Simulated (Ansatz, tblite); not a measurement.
# Cyclo-(Me2SiS)3 (C₆H₁₈S₃Si₃): charged states by level of theory

Aim: the energy of removing an electron for cyclo-(Me2SiS)3 (C₆H₁₈S₃Si₃), by energy differences, and how well orbital energies stand in for it.

The runs use Ansatz 0.2.0, Gaussian basis; as each input shows.

Plan: charge +1 doublet, at the geometry of the singlet (PBE0-D4/def2-TZVP, PBE-D4/def2-TZVP, PBE-QIDH/def2-TZVP); the starting singlet's energies come from earlier runs.

## (1) The geometry

The geometry is that of the singlet, from an earlier relaxation (PBE-D4/def2-SVP).

30 atoms, charge 0, spin multiplicity 1.

Atoms are counted from 1 here; the program's logs count them from 0.

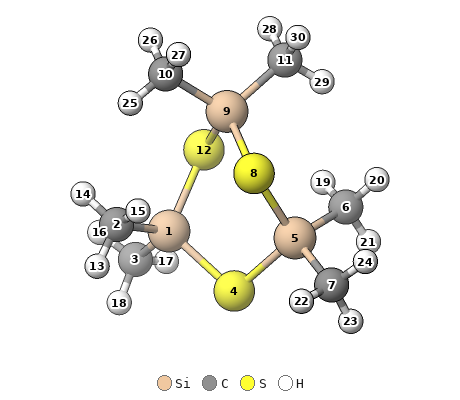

The geometry (silicon light orange, carbon grey, sulfur yellow, hydrogen white); atoms are numbered from 1 in the order of the file.

As a file:

| atom | x (Å) | y (Å) | z (Å) |
| --- | --- | --- | --- |
| Si1 | 1.9822 | -0.2026 | 0.4750 |
| C2 | 1.6578 | -0.2588 | 2.3279 |
| C3 | 3.7577 | -0.6671 | 0.0657 |
| S4 | 1.7103 | 1.8274 | -0.2587 |
| Si5 | -0.4171 | 1.8747 | -0.7113 |
| C6 | -0.7073 | 1.2729 | -2.4707 |
| C7 | -0.9537 | 3.6633 | -0.4912 |
| S8 | -1.5856 | 0.7506 | 0.7465 |
| Si9 | -1.2391 | -1.3236 | 0.1879 |
| C10 | -1.5170 | -2.3204 | 1.7604 |
| C11 | -2.4215 | -1.8863 | -1.1646 |
| S12 | 0.7571 | -1.6363 | -0.6194 |
| H13 | 2.3756 | 0.4139 | 2.8409 |
| H14 | 1.7877 | -1.2883 | 2.7195 |
| H15 | 0.6325 | 0.0954 | 2.5515 |
| H16 | 3.9951 | -1.6751 | 0.4625 |
| H17 | 3.9212 | -0.6685 | -1.0299 |
| H18 | 4.4555 | 0.0654 | 0.5210 |
| H19 | -0.3089 | 0.2475 | -2.5989 |
| H20 | -1.7886 | 1.2836 | -2.7174 |
| H21 | -0.1717 | 1.9426 | -3.1746 |
| H22 | -0.8197 | 3.9877 | 0.5595 |
| H23 | -0.3433 | 4.3243 | -1.1402 |
| H24 | -2.0209 | 3.7839 | -0.7677 |
| H25 | -0.7935 | -2.0385 | 2.5494 |
| H26 | -1.3995 | -3.4023 | 1.5460 |
| H27 | -2.5424 | -2.1468 | 2.1474 |
| H28 | -2.2307 | -2.9488 | -1.4218 |
| H29 | -2.3032 | -1.2782 | -2.0820 |
| H30 | -3.4691 | -1.7914 | -0.8125 |

## (2) Charge +1 doublet at the fixed geometry, PBE0-D4/def2-TZVP

in.yaml

```yaml
crystal:
  periodic: [false, false, false]
  atoms:
    - {symbol: Si, position_ang: [1.982245, -0.202584, 0.474992]}
    - {symbol: C, position_ang: [1.657761, -0.258843, 2.327856]}
    - {symbol: C, position_ang: [3.757703, -0.667057, 0.065718]}
    - {symbol: S, position_ang: [1.710283, 1.827358, -0.258651]}
    - {symbol: Si, position_ang: [-0.417088, 1.874685, -0.711319]}
    - {symbol: C, position_ang: [-0.707320, 1.272866, -2.470657]}
    - {symbol: C, position_ang: [-0.953652, 3.663288, -0.491164]}
    - {symbol: S, position_ang: [-1.585635, 0.750588, 0.746480]}
    - {symbol: Si, position_ang: [-1.239114, -1.323603, 0.187885]}
    - {symbol: C, position_ang: [-1.516964, -2.320382, 1.760384]}
    - {symbol: C, position_ang: [-2.421466, -1.886253, -1.164648]}
    - {symbol: S, position_ang: [0.757090, -1.636343, -0.619425]}
    - {symbol: H, position_ang: [2.375570, 0.413904, 2.840906]}
    - {symbol: H, position_ang: [1.787690, -1.288297, 2.719536]}
    - {symbol: H, position_ang: [0.632537, 0.095351, 2.551498]}
    - {symbol: H, position_ang: [3.995120, -1.675132, 0.462467]}
    - {symbol: H, position_ang: [3.921151, -0.668462, -1.029860]}
    - {symbol: H, position_ang: [4.455505, 0.065432, 0.521006]}
    - {symbol: H, position_ang: [-0.308873, 0.247493, -2.598877]}
    - {symbol: H, position_ang: [-1.788565, 1.283570, -2.717380]}
    - {symbol: H, position_ang: [-0.171673, 1.942640, -3.174616]}
    - {symbol: H, position_ang: [-0.819657, 3.987705, 0.559459]}
    - {symbol: H, position_ang: [-0.343350, 4.324340, -1.140212]}
    - {symbol: H, position_ang: [-2.020889, 3.783866, -0.767693]}
    - {symbol: H, position_ang: [-0.793530, -2.038509, 2.549356]}
    - {symbol: H, position_ang: [-1.399475, -3.402349, 1.545952]}
    - {symbol: H, position_ang: [-2.542426, -2.146807, 2.147390]}
    - {symbol: H, position_ang: [-2.230686, -2.948788, -1.421823]}
    - {symbol: H, position_ang: [-2.303242, -1.278219, -2.082020]}
    - {symbol: H, position_ang: [-3.469063, -1.791449, -0.812509]}
basis:
  gaussian: {orbitals: def2-TZVP, fitting: {mean_field: def2-universal-jkfit}}
total_charge: 1
magnetization: {spin_polarized: true, initial_magnetization: 1}
hamiltonian: {xc: pbe0, dispersion: d4}
scf: {omitted_lower_state_checks: [starts]}
output: {orbitals: {seedname: orbitals}}
```

Launch:

```
> ansatz run in.yaml --threads 2 --pin off --events-out ev --progress --plain --max-ram 20480MiB --backend cuda --devices 0, --max-vram 18GiB
```

Log:

```text
Functional definition: PBE0
  name "PBE0"
  cite "Adamo & Barone, J. Chem. Phys. 110, 6158 (1999) doi:10.1063/1.478522"
  cite "Perdew, Burke & Ernzerhof, Phys. Rev. Lett. 77, 3865 (1996) doi:10.1103/PhysRevLett.77.3865"
  parent pbe
  parameter a = 0.25
  parameter kappa = 0.804
  parameter beta = 0.06672455060314922
  exchange = (1 - a)*pbe_x(kappa = kappa, mu = beta*pi^2/3) + a*exact_x
  correlation = pbe_c(beta = beta)
these checks for a lower state are left out or cut short: starts
1542 factors; integrals over basis functions are off by at most 3.6e-1 eV
mean field evaluation 1: about -62597.8995 eV, gradient 8.4e1 eV
mean field evaluation 2: about -62576.2679 eV, gradient 9.6e1 eV
mean field evaluation 4: about -62628.4101 eV, gradient 1.3e1 eV
mean field evaluation 8: about -62629.6297 eV, gradient 2.2e-1 eV
mean field evaluation 16: about -62629.6312 eV, gradient 6.2e-3 eV
mean field -62629.63115700 eV, -2301.5964931310 hartree, gradient 1.1e-5 eV, S^2 0.757486; 0 other end points of the search recorded, 0 dependent functions left out
reference -62629.63120625 eV, -2301.5964949408 hartree; 72, 71 occupied and 444, 445 virtual orbitals, 1542 factors
Total energy: -62630.74221240 eV, -2301.6373236639 hartree
Checks for a lower state left out: starts
```

Wall time 9 s (1 × H100 (card shared with other runs) with 2 threads of AMD EPYC 7R13, shared host); peak host memory 1.2 GiB.

From the report: HOMO -11.21 eV, LUMO -9.74 eV (over both spins); ⟨S²⟩ 0.757 (pure: 0.75).

## (3) Charge +1 doublet at the fixed geometry, PBE-D4/def2-TZVP

start.molden holds the orbitals of an earlier run on this state, given as this run's starting guess.

Edit in.yaml of step 2 so:

```diff
@@ -34,6 +34,6 @@
 basis:
-  gaussian: {orbitals: def2-TZVP, fitting: {mean_field: def2-universal-jkfit}}
+  gaussian: {orbitals: def2-TZVP, fitting: {mean_field: def2-universal-jkfit}, initial_orbitals: start.molden}
 total_charge: 1
 magnetization: {spin_polarized: true, initial_magnetization: 1}
-hamiltonian: {xc: pbe0, dispersion: d4}
+hamiltonian: {xc: pbe, dispersion: d4}
 scf: {omitted_lower_state_checks: [starts]}
```

The command is unchanged.

Log:

```text
Functional definition: PBE
  name "PBE"
  cite "Perdew, Burke & Ernzerhof, Phys. Rev. Lett. 77, 3865 (1996) doi:10.1103/PhysRevLett.77.3865"
  parent pbe
  parameter kappa = 0.804
  parameter beta = 0.06672455060314922
  exchange = pbe_x(kappa = kappa, mu = beta*pi^2/3)
  correlation = pbe_c(beta = beta)
these checks for a lower state are left out or cut short: starts
1542 factors; integrals over basis functions are off by at most 3.6e-1 eV
mean field evaluation 1: about -62623.3981 eV, gradient 1.3e1 eV
mean field evaluation 2: about -62623.6893 eV, gradient 4.0e-1 eV
mean field evaluation 4: about -62623.6981 eV, gradient 4.1e-2 eV
mean field evaluation 8: about -62623.6981 eV, gradient 1.5e-5 eV
mean field -62623.69808083 eV, -2301.3784566033 hartree, gradient 1.5e-5 eV, S^2 0.752237; 0 other end points of the search recorded, 0 dependent functions left out
reference -62623.69814689 eV, -2301.3784590309 hartree; 72, 71 occupied and 444, 445 virtual orbitals, 1542 factors
Total energy: -62624.95745482 eV, -2301.4247377438 hartree
Checks for a lower state left out: starts
```

Wall time 7.5 s (1 × H100 (card shared with other runs) with 2 threads of AMD EPYC 7R13, shared host); peak host memory 1.1 GiB.

From the report: HOMO -10.27 eV, LUMO -9.96 eV (over both spins); ⟨S²⟩ 0.752 (pure: 0.75).

## (4) Charge +1 doublet at the fixed geometry, PBE-QIDH/def2-TZVP

Edit in.yaml of step 3 so:

```diff
@@ -37,4 +37,3 @@
 magnetization: {spin_polarized: true, initial_magnetization: 1}
-hamiltonian: {xc: pbe, dispersion: d4}
+hamiltonian: {xc: {name: PBE-QIDH}}
 scf: {omitted_lower_state_checks: [starts]}
-output: {orbitals: {seedname: orbitals}}
```

The command is unchanged.

Log, shortened:

```text
Functional definition: PBE-QIDH
  name "PBE-QIDH"
  cite "Brémond, Sancho-García, Pérez-Jiménez & Adamo, J. Chem. Phys. 141, 031101 (2014) doi:10.1063/1.4890314"
  cite "Perdew, Burke & Ernzerhof, Phys. Rev. Lett. 77, 3865 (1996) doi:10.1103/PhysRevLett.77.3865"
[...]
1542 factors; integrals over basis functions are off by at most 3.6e-1 eV
[...]
mean field -62594.86162153 eV, -2300.3187362703 hartree, gradient 1.9e-6 eV, S^2 0.760701; 0 other end points of the search recorded, 0 dependent functions left out
36 core orbitals not correlated: weight in the atoms' cores, before any rotation towards them, 1.000 or more for the frozen orbitals, at most 0.000 for the correlated occupied ones
reference -62594.86164172 eV, -2300.3187370119 hartree; 36, 35 occupied and 444, 445 virtual orbitals, 1542 factors
second order -57.70125991 eV of doubles, -0.00000000 eV of singles
Total energy: -62614.09539502 eV, -2301.0255644087 hartree
Checks for a lower state left out: starts
```

It took 16 s on 1 × H100 (card shared with other runs) with 2 threads of AMD EPYC 7R13, shared host; peak host memory 2.3 GiB.

Report: ⟨S²⟩ 0.761 (pure: 0.75).

## (5) Vertical ionisation energy

Charged state less starting state, singlet to doublet; the starting state's energies are those of its earlier runs.

| level | vertical ionisation energy (eV) | time |
| --- | --- | --- |
| PBE-D4/def2-TZVP | +7.89 | 14 s |
| PBE0-D4/def2-TZVP | +8.35 | 17 s |
| PBE-QIDH/def2-TZVP | +8.79 | 22 s |

Times add the two runs; a level without a time comes out of a correlated run.

Beside −ε(HOMO) of the starting state:

| level | −ε(HOMO) (eV) | by difference (eV) | mismatch (eV) |
| --- | --- | --- | --- |
| PBE-D4/def2-TZVP | 5.68 | 7.89 | -2.21 |
| PBE0-D4/def2-TZVP | 6.85 | 8.35 | -1.50 |

## (6) Results

```
                                            quantity                                value
vertical ionisation energy, functionals in def2-TZVP  7.89 (PBE-D4) to 8.79 eV (PBE-QIDH)
```

In words: The vertical ionisation energy spans 7.89 to 8.79 eV over the functionals. −ε(HOMO) misses the level's own difference by -1.50 eV at best (PBE0-D4) and -2.21 eV at worst (PBE-D4).
